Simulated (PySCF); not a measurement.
# CH5NSi: electronic excitations at several levels of theory, part 2 of 2

PySCF 2.14.0. Atoms count from 0.

## 7. TDDFT and polarisability: PBE0/aug-cc-pVDZ

Job settings and geometry (Å):

```
{"job": {"kind": "uv", "xc": "PBE0", "basis": "aug-cc-pVDZ"}, "charge": 0, "multiplicity": 1}
C      1.531166    -0.063050     0.005319
N      0.472305    -0.406723     0.598448
Si    -1.153020    -0.009318     0.065794
H      1.565626     0.533945    -0.933169
H      2.519777    -0.352662     0.409615
H     -1.813718     0.773409     1.149028
H     -1.895416    -1.285127    -0.142021
H     -1.164719     0.789399    -1.207412
```

Level: TDDFT PBE0/aug-cc-pVDZ, vertical, gas phase, core orbitals frozen in the response.

Standard output:

```text
coarse grid: 6872 points
cycle   1  E = -385.0614183680  dE =  6.995e-02  |g| = 3.432e-01  |ddm| = 5.787e+00
cycle   2  E = -384.9908819534  dE =  7.054e-02  |g| = 6.495e-01  |ddm| = 1.268e+00
cycle   3  E = -385.0897925712  dE = -9.891e-02  |g| = 4.343e-02  |ddm| = 7.901e-01
cycle   4  E = -385.0901723846  dE = -3.798e-04  |g| = 2.206e-02  |ddm| = 1.251e-01
cycle   5  E = -385.0903027054  dE = -1.303e-04  |g| = 2.836e-03  |ddm| = 4.665e-02
cycle   6  E = -385.0903050388  dE = -2.333e-06  |g| = 6.071e-04  |ddm| = 7.404e-03
final grid: 60992 points
cycle   7  E = -385.0997505622  dE = -6.922e-06  |g| = 4.603e-03  |ddm| = 6.116e-02
cycle   8  E = -385.0997468427  dE =  3.719e-06  |g| = 6.108e-03  |ddm| = 1.857e-02
cycle   9  E = -385.0997559023  dE = -9.060e-06  |g| = 1.199e-03  |ddm| = 9.874e-03
cycle  10  E = -385.0997562313  dE = -3.290e-07  |g| = 1.525e-04  |ddm| = 1.703e-03
cycle  11  E = -385.0997562371  dE = -5.818e-09  |g| = 2.790e-05  |ddm| = 3.233e-04
cycle  12  E = -385.0997562373  dE = -2.200e-10  |g| = 5.811e-06  |ddm| = 9.246e-05
converged SCF energy = -385.0997562373

Static polarisability (au): isotropic 50.857, principal 40.593 47.529 64.450

Singlet excitations
state   eV       nm        f      main configurations
  1   4.1067    301.9   0.00021   H->L 0.99
  2   6.0293    205.6   0.00661   H->L+1 0.89, H->L+2 0.08
  3   6.5229    190.1   0.08482   H->L+2 0.69, H->L+3 0.18, H->L+1 0.09
  4   6.8170    181.9   0.00064   H->L+3 0.79, H->L+2 0.18
  5   6.9102    179.4   0.00629   H->L+5 0.93
  6   6.9863    177.5   0.06597   H->L+4 0.97
  7   7.2512    171.0   0.03631   H->L+6 0.92
  8   7.3173    169.4   0.23764   H-1->L 0.89
  9   7.3285    169.2   0.00166   H-2->L 0.97
 10   7.6145    162.8   0.00204   H->L+7 0.89

Triplet excitations (Tamm-Dancoff, eV): 3.4502 4.9029 5.8207 6.2550
```

Wall time 6.2 s (1 thread of Arm Neoverse V1, shared host); peak memory 0.51 GiB.

Key values: HOMO -7.22 eV, LUMO -1.05 eV; lowest singlet 4.11 eV.

## 8. Excited states and response: PBE0/aug-cc-pVTZ

The job, as its differences from that of step 7:

```diff
@@ -1,2 +1,2 @@
-{"job": {"kind": "uv", "xc": "PBE0", "basis": "aug-cc-pVDZ"}, "charge": 0, "multiplicity": 1}
+{"job": {"kind": "uv", "xc": "PBE0", "basis": "aug-cc-pVTZ"}, "charge": 0, "multiplicity": 1}
 C      1.531166    -0.063050     0.005319
```

Level: TDDFT PBE0/aug-cc-pVTZ, vertical, gas phase, core orbitals frozen in the response.

Standard output:

```text
coarse grid: 6872 points
cycle   1  E = -385.1070065017  dE =  4.172e-02  |g| = 3.634e-01  |ddm| = 5.501e+00
cycle   2  E = -385.0336822119  dE =  7.332e-02  |g| = 6.768e-01  |ddm| = 1.142e+00
cycle   3  E = -385.1368552723  dE = -1.032e-01  |g| = 5.358e-02  |ddm| = 7.433e-01
cycle   4  E = -385.1373322503  dE = -4.770e-04  |g| = 2.643e-02  |ddm| = 1.165e-01
cycle   5  E = -385.1375024287  dE = -1.702e-04  |g| = 3.730e-03  |ddm| = 4.612e-02
cycle   6  E = -385.1375057449  dE = -3.316e-06  |g| = 6.469e-04  |ddm| = 7.686e-03
final grid: 60992 points
cycle   7  E = -385.1404318041  dE = -2.190e-05  |g| = 4.970e-03  |ddm| = 1.654e-01
cycle   8  E = -385.1404279544  dE =  3.850e-06  |g| = 6.430e-03  |ddm| = 1.749e-02
cycle   9  E = -385.1404371312  dE = -9.177e-06  |g| = 1.242e-03  |ddm| = 9.155e-03
cycle  10  E = -385.1404374607  dE = -3.295e-07  |g| = 2.230e-04  |ddm| = 1.649e-03
cycle  11  E = -385.1404374725  dE = -1.181e-08  |g| = 3.105e-05  |ddm| = 3.301e-04
cycle  12  E = -385.1404374728  dE = -2.415e-10  |g| = 8.625e-06  |ddm| = 7.323e-05
converged SCF energy = -385.1404374728

Static polarisability (au): isotropic 50.797, principal 40.686 47.529 64.176

Singlet excitations
state   eV       nm        f      main configurations
  1   4.0841    303.6   0.00018   H->L 0.99
  2   6.0288    205.7   0.00693   H->L+1 0.86, H->L+2 0.10
  3   6.5079    190.5   0.07667   H->L+2 0.67, H->L+3 0.18, H->L+1 0.12
  4   6.8143    181.9   0.00072   H->L+3 0.79, H->L+2 0.19
  5   6.8938    179.8   0.00586   H->L+5 0.90
  6   6.9616    178.1   0.06262   H->L+4 0.96
  7   7.2208    171.7   0.02796   H->L+6 0.93
  8   7.2877    170.1   0.23866   H-1->L 0.92
  9   7.2992    169.9   0.00143   H-2->L 0.96
 10   7.4652    166.1   0.00179   H->L+7 0.82

Triplet excitations (Tamm-Dancoff, eV): 3.4353 4.8899 5.8148 6.2611
```

It took 19 s on 1 thread of Arm Neoverse V1, shared host; peak memory 0.83 GiB.

This run: HOMO -7.25 eV, LUMO -1.09 eV; lowest singlet 4.08 eV.

## 9. TDDFT and polarisability: PBE0/def2-TZVPD

The job, as its differences from that of step 8:

```diff
@@ -1,2 +1,2 @@
-{"job": {"kind": "uv", "xc": "PBE0", "basis": "aug-cc-pVTZ"}, "charge": 0, "multiplicity": 1}
+{"job": {"kind": "uv", "xc": "PBE0", "basis": "def2-TZVPD"}, "charge": 0, "multiplicity": 1}
 C      1.531166    -0.063050     0.005319
```

Level: TDDFT PBE0/def2-TZVPD, vertical, gas phase, core orbitals frozen in the response.

Standard output:

```text
coarse grid: 6872 points
cycle   1  E = -385.1156565594  dE =  3.717e-02  |g| = 3.658e-01  |ddm| = 2.143e+00
cycle   2  E = -385.0410808396  dE =  7.458e-02  |g| = 6.809e-01  |ddm| = 8.235e-01
cycle   3  E = -385.1457358350  dE = -1.047e-01  |g| = 5.411e-02  |ddm| = 4.703e-01
cycle   4  E = -385.1462161957  dE = -4.804e-04  |g| = 2.605e-02  |ddm| = 4.998e-02
cycle   5  E = -385.1463802978  dE = -1.641e-04  |g| = 3.907e-03  |ddm| = 2.216e-02
cycle   6  E = -385.1463839075  dE = -3.610e-06  |g| = 6.193e-04  |ddm| = 4.123e-03
final grid: 60992 points
cycle   7  E = -385.1409334198  dE = -1.477e-05  |g| = 4.811e-03  |ddm| = 5.385e-02
cycle   8  E = -385.1409297395  dE =  3.680e-06  |g| = 6.229e-03  |ddm| = 9.609e-03
cycle   9  E = -385.1409383612  dE = -8.622e-06  |g| = 1.202e-03  |ddm| = 5.444e-03
cycle  10  E = -385.1409386720  dE = -3.108e-07  |g| = 2.174e-04  |ddm| = 7.357e-04
cycle  11  E = -385.1409386833  dE = -1.123e-08  |g| = 2.681e-05  |ddm| = 1.629e-04
cycle  12  E = -385.1409386834  dE = -1.769e-10  |g| = 8.115e-06  |ddm| = 4.483e-05
converged SCF energy = -385.1409386834

Static polarisability (au): isotropic 50.314, principal 40.283 46.913 63.746

Singlet excitations
state   eV       nm        f      main configurations
  1   4.0878    303.3   0.00020   H->L 0.99
  2   6.1817    200.6   0.01309   H->L+1 0.97
  3   6.7534    183.6   0.06826   H->L+2 0.88
  4   7.1262    174.0   0.00314   H->L+4 0.98
  5   7.2278    171.5   0.01659   H->L+3 0.81, H-1->L 0.11
  6   7.3005    169.8   0.00136   H-2->L 0.97
  7   7.3219    169.3   0.20959   H-1->L 0.81, H->L+3 0.09
  8   7.4303    166.9   0.06001   H->L+5 0.94
  9   7.9619    155.7   0.14416   H->L+6 0.97
 10   8.0045    154.9   0.00190   H-1->L+1 0.86, H-1->L+2 0.09

Triplet excitations (Tamm-Dancoff, eV): 3.4377 4.8899 5.9082 6.5088
```

Wall time 9.6 s (1 thread of Arm Neoverse V1, shared host); peak memory 0.63 GiB.

This run: HOMO -7.25 eV, LUMO -1.07 eV; lowest singlet 4.09 eV.

## 10. TDDFT and polarisability: PBE0/6-31+G*

The job, as its differences from that of step 9:

```diff
@@ -1,2 +1,2 @@
-{"job": {"kind": "uv", "xc": "PBE0", "basis": "def2-TZVPD"}, "charge": 0, "multiplicity": 1}
+{"job": {"kind": "uv", "xc": "PBE0", "basis": "6-31+G*"}, "charge": 0, "multiplicity": 1}
 C      1.531166    -0.063050     0.005319
```

With the program's defaults for keys left out, this is: TDDFT PBE0/6-31+G*, vertical, gas phase, core orbitals frozen in the response.

Standard output:

```text
coarse grid: 6872 points
cycle   1  E = -385.0786791255  dE =  5.333e-02  |g| = 3.398e-01  |ddm| = 2.486e+00
cycle   2  E = -385.0104698525  dE =  6.821e-02  |g| = 6.399e-01  |ddm| = 9.406e-01
cycle   3  E = -385.1069723211  dE = -9.650e-02  |g| = 4.232e-02  |ddm| = 6.021e-01
cycle   4  E = -385.1073346217  dE = -3.623e-04  |g| = 2.184e-02  |ddm| = 5.926e-02
cycle   5  E = -385.1074629141  dE = -1.283e-04  |g| = 2.611e-03  |ddm| = 2.469e-02
cycle   6  E = -385.1074647981  dE = -1.884e-06  |g| = 5.091e-04  |ddm| = 4.304e-03
final grid: 60992 points
cycle   7  E = -385.0743566225  dE = -6.705e-06  |g| = 4.652e-03  |ddm| = 1.288e-02
cycle   8  E = -385.0743527380  dE =  3.884e-06  |g| = 6.218e-03  |ddm| = 1.041e-02
cycle   9  E = -385.0743621321  dE = -9.394e-06  |g| = 1.172e-03  |ddm| = 6.239e-03
cycle  10  E = -385.0743624546  dE = -3.225e-07  |g| = 1.241e-04  |ddm| = 9.830e-04
cycle  11  E = -385.0743624582  dE = -3.632e-09  |g| = 2.165e-05  |ddm| = 1.426e-04
cycle  12  E = -385.0743624583  dE = -1.186e-10  |g| = 5.423e-06  |ddm| = 3.726e-05
converged SCF energy = -385.0743624583

Static polarisability (au): isotropic 44.485, principal 34.064 41.585 57.806

Singlet excitations
state   eV       nm        f      main configurations
  1   4.1695    297.4   0.00044   H->L 0.99
  2   6.1393    202.0   0.01341   H->L+1 0.97
  3   6.7426    183.9   0.09475   H->L+2 0.90
  4   7.1522    173.4   0.00829   H->L+3 0.91
  5   7.3738    168.1   0.00632   H->L+5 0.89, H->L+7 0.09
  6   7.3845    167.9   0.05442   H->L+4 0.85, H-1->L 0.10
  7   7.4615    166.2   0.29071   H-1->L 0.81, H->L+4 0.10
  8   7.4916    165.5   0.00330   H-2->L 0.96
  9   7.9923    155.1   0.00012   H-1->L+1 0.49, H->L+7 0.40
 10   8.0160    154.7   0.00186   H->L+6 0.92

Triplet excitations (Tamm-Dancoff, eV): 3.5038 4.9214 5.8965 6.4785
```

Run time: 3.4 s. Hardware: 1 thread of Arm Neoverse V1, shared host; peak memory 0.4 GiB.

This run: HOMO -7.22 eV, LUMO -0.99 eV; lowest singlet 4.17 eV.

## 11. Run by run: electronic excitations

Excitations and ground-state properties, with basis size and wall time:

```csv
run,lowest singlet (eV),brightest (eV),f,gap (eV),α (Å³),μ (D),functions,time
wB97X-D/def2-SVPD,4.15,7.81,0.352,9.99,7.27,1.54,104,11 s
LC-wPBE/def2-SVPD,4.13,8.18,0.451,11.38,7.08,1.57,104,15 s
PBE0/6-31G*,4.28,7.79,0.251,6.44,5.75,1.47,56,2.8 s
PBE0/def2-SVP,4.16,7.63,0.262,6.30,6.25,1.42,71,3.4 s
PBE0/def2-TZVP,4.11,7.39,0.230,6.23,6.96,1.44,129,6.9 s
PBE0/aug-cc-pVDZ,4.11,7.32,0.238,6.16,7.54,1.43,118,6.2 s
PBE0/aug-cc-pVTZ,4.08,7.29,0.239,6.16,7.53,1.45,257,19 s
PBE0/def2-TZVPD,4.09,7.32,0.210,6.18,7.46,1.46,162,9.6 s
PBE0/6-31+G*,4.17,7.46,0.291,6.24,6.59,1.57,68,3.4 s
```

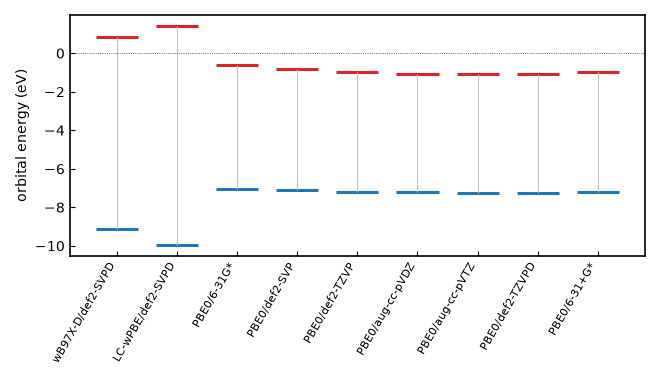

HOMO (blue) and LUMO (red) run by run.

## 12. Outcome

This closing draws on all 2 parts.

```
                                quantity                        value
      lowest singlet (wB97X-D/def2-SVPD)  4.15 eV (299 nm), f = 0.000
brightest single state of those computed  state 5, 7.81 eV, f = 0.352
                          lowest triplet                      3.57 eV
       vertical ionisation energy (ΔSCF)                      9.54 eV
             range of the lowest singlet              4.08 to 4.28 eV
```

What this shows: Single values in the summary come from the first sound run of each kind (wB97X-D/def2-SVPD), which need not be the best level. The first singlet state (HOMO→LUMO 0.99) lies at 4.15 eV and is dark; of the 10 states computed, the strongest absorption comes from state 5 at 7.81 eV. The lowest triplet lies 0.58 eV below the lowest singlet (triplets in Tamm-Dancoff, singlets in full TDDFT). ΔSCF puts the ionisation energy at 9.54 eV, 0.40 eV above −ε(HOMO). The lowest singlet runs from 4.08 eV (PBE0/aug-cc-pVTZ) to 4.28 eV (PBE0/6-31G*), while the orbital gap spans 6.16 to 11.38 eV. The lowest state need not be the same one in every run.
